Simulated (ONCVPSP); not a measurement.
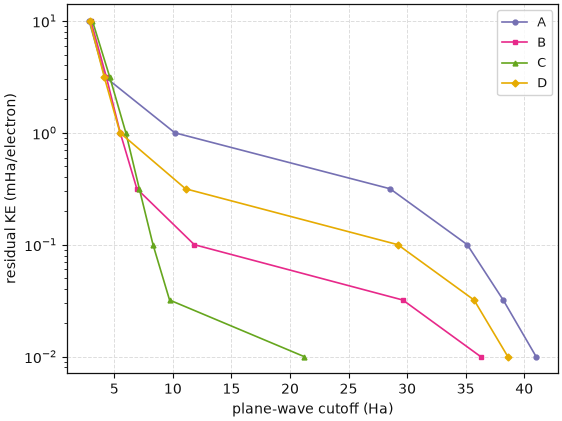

The residual kinetic energy of the d (empty) wave for 4 variants of one potential.

Base settings:

Si, optimised norm-conserving Vanderbilt (ONCV), made with ONCVPSP 4.0.1 (PBE, scalar-relativistic). Core [Ne], reference 3s2 3p2. Waves: 3s: rc 1.90 bohr, ncon 4, nbas 8, qcut 4.3 1/bohr, 2 projectors, debl 2.2 Ha; 3p: rc 1.90 bohr, ncon 4, nbas 7, qcut 3.7 1/bohr, local; d scattering state at 0.11 Ha: rc 2.45 bohr, ncon 4, nbas 8, qcut 4 1/bohr, 3 projectors, debl 0.7 Ha. Local part: the p channel. Core correction: polynomial model core, fcfact 0.15.

> The variants differ in the qcut of the d channel: 2.40 1/bohr, 3.20 1/bohr, 3.70 1/bohr, 4.30 1/bohr. Which curve belongs to which value?

A: 2.40 1/bohr; B: 3.70 1/bohr; C: 4.30 1/bohr; D: 3.20 1/bohr.

> What did the other tests of these runs give?

A: loose cutoff 7.3 Ha; bound ghosts flagged d; largest test error +79 meV. B: loose cutoff 7.3 Ha; bound ghosts flagged none; largest test error +79 meV. C: loose cutoff 7.3 Ha; bound ghosts flagged none; largest test error +79 meV. D: loose cutoff 7.3 Ha; bound ghosts flagged none; largest test error +79 meV. The loose cutoff is the first of the cutoffs at which the residual kinetic energy of the hardest occupied pseudo-wave falls to 1 and 0.1 mHa per electron.
